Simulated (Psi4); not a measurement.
# SnNH2F (SMILES [NH2][Sn][F]) at revPBE/def2-SVP (core potential)

Aim: the energy change on altering one bond length of SnNH2F at revPBE/def2-SVP (core potential), from 2 runs. 

Program for the calculation: Psi4 1.11.

4 further runs of the same task are left out: 4 that didn't finish.

### 1 The structure to begin with

SnNH2F has 5 atoms, charge 0, and is taken as a singlet. As SMILES, `[NH2][Sn][F]`. The shape is that of a PBE0-D4/def2-TZVP optimisation. This is one conformer, not always the lowest.

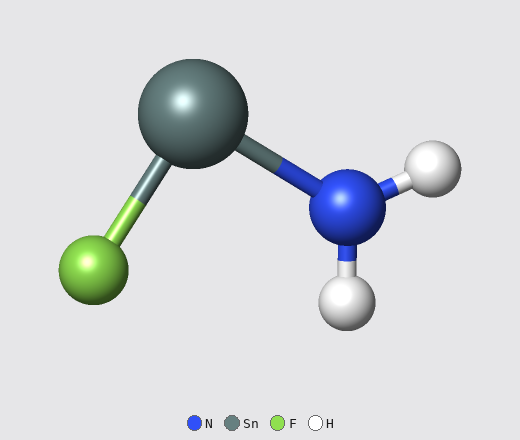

Viewed from a chosen angle; nitrogen blue, tin teal, fluorine green, hydrogen white.

### 2 A single-point energy at revPBE/def2-SVP (core potential)

input.json reads:

```json
{
  "schema_name": "qcschema_input",
  "schema_version": 1,
  "molecule": {
    "schema_name": "qcschema_molecule",
    "schema_version": 2,
    "symbols": ["N", "Sn", "F", "H", "H"],
    "geometry": [-0.57239804, 0.93635929, -0.74322928, 0.64042818, -0.10147829, 2.68945822, 1.82717619, -3.35596462, 1.42542042, -1.41124747, 2.58760198, -1.18882671, -0.38966153, -0.20579117, -2.26124628],
    "molecular_charge": 0,
    "molecular_multiplicity": 1,
    "fix_symmetry": "c1",
    "fix_com": true,
    "fix_orientation": true
  },
  "driver": "energy",
  "model": {
    "method": "revpbe",
    "basis": "def2-SVP"
  },
  "keywords": {
    "puream": true,
    "e_convergence": 1e-09,
    "d_convergence": 1e-08,
    "scf_type": "pk",
    "dft_radial_points": 99,
    "dft_spherical_points": 590
  }
}
```

Run with:

```console
$ psi4 --qcschema input.json -n 1 --memory 1600MB
```

stdout:

```text
[...]
    !!!  WARNING: ECP capability is in beta. Please check occupations closely.  !!!
[...]
  Running in c1 symmetry.
[...]
  Nuclear repulsion =  125.308125082979871
[...]
  Multiplicity = 1
[...]
  Nalpha       = 20
  Nbeta        = 20
[...]
    Number of basis functions: 64
[...]
   @RKS iter   1:  -369.54069030086725   -1.13332e+00   1.62967e-02 ADIIS/DIIS
[...]
   @RKS iter  13:  -370.02031939135139   -1.13687e-13   3.90490e-09 DIIS
[...]
    Orbital Energies [Eh]
    ---------------------
    Doubly Occupied:
       1A    -24.191754     2A    -13.991584     3A     -4.887606
       4A     -3.272611     5A     -3.268060     6A     -3.263320
       7A     -0.988326     8A     -0.935612     9A     -0.932536
      10A     -0.928529    11A     -0.925374    12A     -0.903503
      13A     -0.739536    14A     -0.434166    15A     -0.427846
      16A     -0.320111    17A     -0.286973    18A     -0.279234
      19A     -0.228933    20A     -0.218874
[...]
  @RKS Final Energy:  -370.02031939135139
   => Energetics <=
    Nuclear Repulsion Energy =            125.3081250829798705
    One-Electron Energy =                -842.1049495805801826
    Two-Electron Energy =                 382.9999672973457336
    DFT Exchange-Correlation Energy =     -36.2234621910968926
    Empirical Dispersion Energy =           0.0000000000000000
    VV10 Nonlocal Energy =                  0.0000000000000000
    Total Energy =                       -370.0203193913513928
[...]
 Multipole Moments:
 ------------------------------------------------------------------------------------
     Multipole            Electronic (a.u.)      Nuclear  (a.u.)        Total (a.u.)
 ------------------------------------------------------------------------------------
 L = 1.  Multiply by 2.5417464519 to convert [e a0] to [Debye]
 Dipole X            :        -25.1688076           24.7263104           -0.4424972
 Dipole Y            :         24.4416608          -23.4998781            0.9417826
 Dipole Z            :        -63.4334458           63.3441867           -0.0892591
 Magnitude           :                                                    1.0443780
[...]
```

The result, in JSON:

```text
{
 "driver": "energy",
 "model": {
  "method": "revpbe",
  "basis": "def2-SVP"
 },
 "success": true,
 "return_result": -370.0203193913514,
 "properties": {
  "calcinfo_nbasis": 64,
  "calcinfo_nmo": 64,
  "calcinfo_nalpha": 20,
  "calcinfo_nbeta": 20,
  "calcinfo_natom": 5,
  "nuclear_repulsion_energy": 125.30812508297987,
  "return_energy": -370.0203193913514,
  "scf_one_electron_energy": -842.1049495805802,
  "scf_two_electron_energy": 382.99996729734573,
  "scf_xc_energy": -36.22346219109689,
  "scf_dipole_moment": [-0.44249722362973287, 0.9417826306561352, -0.08925908467884369],
  "scf_total_energy": -370.0203193913514,
  "scf_iterations": 13
 }
}
```

It took 17 s on 1 thread of Intel Xeon Platinum 8259CL at 2.50GHz (Skylake/Cascade Lake), shared host; peak memory 0.67 GiB.

### 3 The distorted shape, same level

run_ase.py reads:

```python
import numpy as np
from ase.calculators.psi4 import Psi4
from ase import Atoms

a = Atoms(['N', 'Sn', 'F', 'H', 'H'], positions=[
    [0.052220, -0.203541, -0.204660],
    [0.694020, -0.752741, 1.611840],
    [1.322020, -2.474941, 0.942940],
    [-0.746800, 1.369300, -0.629100],
    [0.148920, -0.807941, -1.007960],
])
calc = Psi4(atoms=a, method='revpbe', basis='def2-SVP', memory='1600MB', num_threads=1, charge=0, multiplicity=1, label='calc')
calc.psi4.set_options({'puream': True, 'e_convergence': 1e-09, 'd_convergence': 1e-08, 'scf_type': 'pk', 'dft_radial_points': 99, 'dft_spherical_points': 590})
a.calc = calc

print(f'energy: {a.get_potential_energy():.6f} eV')
```

Run with:

```console
$ python run_ase.py
```

calc.dat:

```text
[...]
    !!!  WARNING: ECP capability is in beta. Please check occupations closely.  !!!
[...]
  Running in c1 symmetry.
[...]
  Nuclear repulsion =  122.509551932472405
[...]
  Multiplicity = 1
[...]
  Nalpha       = 20
  Nbeta        = 20
[...]
    Number of basis functions: 64
[...]
   @RKS iter   1:  -369.24817848859823   -1.02959e+00   1.72678e-02 ADIIS/DIIS
[...]
   @RKS iter  15:  -369.89163458057300   -7.38964e-13   3.61568e-09 DIIS
[...]
    Orbital Energies [Eh]
    ---------------------
    Doubly Occupied:
       1A    -24.200770     2A    -14.026760     3A     -4.894302
       4A     -3.278462     5A     -3.274545     6A     -3.271141
       7A     -0.996067     8A     -0.942275     9A     -0.938244
      10A     -0.935480    11A     -0.932908    12A     -0.910659
      13A     -0.704261    14A     -0.433190    15A     -0.355453
      16A     -0.308259    17A     -0.294098    18A     -0.284434
      19A     -0.236700    20A     -0.215757
[...]
  @RKS Final Energy:  -369.89163458057300
   => Energetics <=
    Nuclear Repulsion Energy =            122.5095519324724052
    One-Electron Energy =                -836.3529637943863690
    Two-Electron Energy =                 379.9952248354623521
    DFT Exchange-Correlation Energy =     -36.0434475541213786
    Empirical Dispersion Energy =           0.0000000000000000
    VV10 Nonlocal Energy =                  0.0000000000000000
    Total Energy =                       -369.8916345805729975
[...]
 Multipole Moments:
 ------------------------------------------------------------------------------------
     Multipole            Electronic (a.u.)      Nuclear  (a.u.)        Total (a.u.)
 ------------------------------------------------------------------------------------
 L = 1.  Multiply by 2.5417464519 to convert [e a0] to [Debye]
 Dipole X            :          1.6693832           -2.0216998           -0.3523166
 Dipole Y            :          7.7469051           -6.9240395            0.8228656
 Dipole Z            :         23.6684586          -23.5886647            0.0797938
 Magnitude           :                                                    0.8986667
[...]
```

The script printed:

```text
energy: -10065.264056 eV
```

It took 19 s on 1 thread of Intel Xeon Platinum 8259CL at 2.50GHz (Skylake/Cascade Lake), shared host; peak memory 0.68 GiB.

### 4 Outcome

At revPBE/def2-SVP (core potential):

```
                                                         quantity          value
                                        first shape: total energy  -370.02032 Eh
                                       first shape: dipole moment         2.65 D
                                         first shape: HOMO energy       -5.96 eV
                                         first shape: LUMO energy       -2.21 eV
                                       first shape: HOMO–LUMO gap        3.75 eV
                                    distorted shape: total energy  -369.89163 Eh
                                   distorted shape: dipole moment         2.28 D
                                     distorted shape: HOMO energy       -5.87 eV
                                     distorted shape: LUMO energy       -3.81 eV
                                   distorted shape: HOMO–LUMO gap        2.06 eV
energy change with the N1–H4 bond stretched from 1.008 to 1.815 Å       3.502 eV
```

One bond (distorted shape) is far stretched, which a spin-restricted single reference describes badly; a broken-symmetry solution may lie lower. With the N1–H4 bond stretched from 1.008 to 1.815 Å the energy rises by 3.50 eV (81 kcal/mol). The first shape isn't relaxed at this level, so the change isn't measured from a minimum. A restricted reference can't describe the breaking bond well at this length.
